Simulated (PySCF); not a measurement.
**S2F2 (Difluorodisulfane) at CCSD(T)/ANO-RCC-VDZ (sfX2C)**

Aim: the vertical singlet–triplet gap of S2F2 (Difluorodisulfane) at CCSD(T)/ANO-RCC-VDZ (sfX2C), from 2 runs. Input form: a Python script.

The results are computed with PySCF 2.14.0.

## (1) The structure to begin with

S2F2 has 4 atoms, charge 0, and is taken as a singlet. As SMILES, `FSSF`. Geometry: relaxed at PBE0-D4/def2-TZVP.

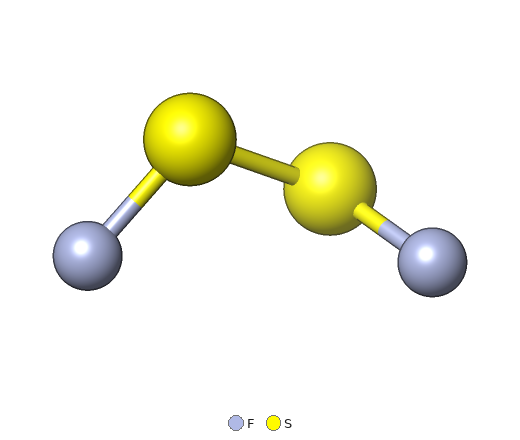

Viewed from a chosen angle; fluorine light blue, sulfur yellow.

## (2) A single-point energy at CCSD(T)/ANO-RCC-VDZ (sfX2C)

run.py

```python
from pyscf import gto, scf, cc

mol = gto.Mole()
mol.atom = '''
F     -3.370799    -0.377813    -1.174635
S     -0.883768     1.444034    -1.195006
S      1.974745    -0.522301    -0.349070
F      2.279784    -0.543901     2.718711
'''
mol.basis = 'ano-rcc-vdz'
mol.max_memory = 1860
mol.verbose = 4
mol.unit = 'bohr'
mol.spin = 0
mol.build()

calc0 = scf.RHF(mol)
calc0 = calc0.x2c()
calc0.conv_tol = 1e-10
calc0.kernel()
if not calc0.converged:
    calc0 = calc0.newton().run(calc0.mo_coeff, calc0.mo_occ)

mycc = cc.CCSD(calc0, frozen=12)
mycc.kernel()
e_t = mycc.ccsd_t()
e_tot = mycc.e_tot + e_t
print('E = %.10f Eh' % e_tot)
```

Command:

```
$ OMP_NUM_THREADS=1 python run.py
```

The program printed:

```text
PySCF version 2.14.0

[INPUT] num. atoms = 4
[INPUT] num. electrons = 50
[INPUT] charge = 0
[INPUT] spin (= nelec alpha-beta = 2S) = 0
[INPUT] symmetry False subgroup None
[INPUT] Mole.unit = bohr
[INPUT] Symbol           X                Y                Z      unit          X                Y                Z       unit  Magmom
[INPUT]  1 F     -1.783750013392  -0.199930029589  -0.621590073149 AA   -3.370799000000  -0.377813000000  -1.174635000000 Bohr   0.0
[INPUT]  2 S     -0.467669885340   0.764149884594  -0.632369942113 AA   -0.883768000000   1.444034000000  -1.195006000000 Bohr   0.0
[INPUT]  3 S      1.044990051378  -0.276389786441  -0.184719889016 AA    1.974745000000  -0.522301000000  -0.349070000000 Bohr   0.0
[INPUT]  4 F      1.206409738620  -0.287820014197   1.438679904278 AA    2.279784000000  -0.543901000000   2.718711000000 Bohr   0.0

[... 52 lines left out ...]
converged SCF energy = -996.112665306241
[... 12 lines left out ...]
Init t2, MP2 energy = -996.462461053542  E_corr(MP2) -0.349795747301673
[... 14 lines left out ...]
CCSD converged
[... 2 lines left out ...]
E = -996.4731542692 Eh
```

Run time: 3.3 s. Hardware: 1 thread of Arm Neoverse V1, shared host; peak memory 0.14 GiB.

## (3) The triplet

mol.xyz

```xyz
4

F     -1.783750    -0.199930    -0.621590
S     -0.467670     0.764150    -0.632370
S      1.044990    -0.276390    -0.184720
F      1.206410    -0.287820     1.438680
```

job.py

```python
from pyscf import gto, cc

mol = gto.M(
    atom='mol.xyz',
    spin=2,
    verbose=4,
    basis='ano-rcc-vdz',
    max_memory=1860,
)

hf = mol.UHF()
hf = hf.x2c()
hf.conv_tol = 1e-10
hf.kernel()
if not hf.converged:
    hf = hf.newton().run(hf.mo_coeff, hf.mo_occ)

mycc = cc.CCSD(hf, frozen=12)
mycc.kernel()
e_t = mycc.ccsd_t()
etot = mycc.e_tot + e_t
print(f'total energy: {etot:.8f} hartree')
```

Command:

```
$ OMP_NUM_THREADS=1 python job.py
```

The program printed:

```text
PySCF version 2.14.0

[INPUT] num. atoms = 4
[INPUT] num. electrons = 50
[INPUT] charge = 0
[INPUT] spin (= nelec alpha-beta = 2S) = 2
[INPUT] symmetry False subgroup None
[INPUT] Mole.unit = angstrom
[INPUT] Symbol           X                Y                Z      unit          X                Y                Z       unit  Magmom
[INPUT]  1 F     -1.783750000000  -0.199930000000  -0.621590000000 AA   -3.370798974693  -0.377812944084  -1.174634861768 Bohr   0.0
[INPUT]  2 S     -0.467670000000   0.764150000000  -0.632370000000 AA   -0.883768216675   1.444034218086  -1.195006109391 Bohr   0.0
[INPUT]  3 S      1.044990000000  -0.276390000000  -0.184720000000 AA    1.974744902909  -0.522301403569  -0.349070209730 Bohr   0.0
[INPUT]  4 F      1.206410000000  -0.287820000000   1.438680000000 AA    2.279784493937  -0.543900973172   2.718711180889 Bohr   0.0

[... 31 lines left out ...]
WARN: HOMO -0.00457094900682691 >= LUMO -0.289583487841087
[... 98 lines left out ...]
converged SCF energy = -995.926361462395  <S^2> = 2.083771  2S+1 = 3.0553369
[... 12 lines left out ...]
Init t2, MP2 energy = -0.35573344732482
[... 35 lines left out ...]
UCCSD converged
[... 2 lines left out ...]
total energy: -996.30208725 hartree
```

It took 9.9 s on 1 thread of Arm Neoverse V1, shared host; peak memory 0.17 GiB.

## (4) What came out

Level: CCSD(T)/ANO-RCC-VDZ (sfX2C), 12 core orbitals frozen.

| quantity | value |
| --- | --- |
| singlet: total energy | -996.47315 Eh |
| singlet: dipole moment (Hartree–Fock density) | 2.51 D |
| singlet: HOMO energy (Hartree–Fock orbitals) | -12.36 eV |
| singlet: LUMO energy (Hartree–Fock orbitals) | 1.71 eV |
| singlet: HOMO–LUMO gap (Hartree–Fock orbitals) | 14.06 eV |
| singlet: correlation energy (12 core orbitals frozen) | -360.5 mEh |
| singlet: (T) correction | -10.50 mEh |
| singlet: T1 diagnostic | 0.020 |
| triplet: total energy | -996.30209 Eh |
| triplet: dipole moment (Hartree–Fock density) | 2.53 D |
| triplet: HOMO energy (Hartree–Fock orbitals) (highest over α and β) | -7.36 eV |
| triplet: LUMO energy (Hartree–Fock orbitals) (lowest over α and β) | -3.27 eV |
| triplet: correlation energy (12 core orbitals frozen) | -375.7 mEh |
| triplet: (T) correction | -14.33 mEh |
| triplet: ⟨S²⟩ of the reference determinant | 2.084 |
| triplet: T1 diagnostic | 0.038 |
| vertical energy of the triplet above the singlet | 4.655 eV |

**Reading.** At this shape the triplet lies 4.65 eV (107 kcal/mol) above the singlet. The T1 diagnostic (singlet) of 0.020 is above the customary mark for such species, so a single reference may not serve. Mulliken charges (singlet) of the mean-field density run from -0.44 on F1 to +0.44 on S2; they depend strongly on the basis. The triples (singlet) make up 2.9 % of the correlation energy. The triples (triplet) make up 3.8 % of the correlation energy.
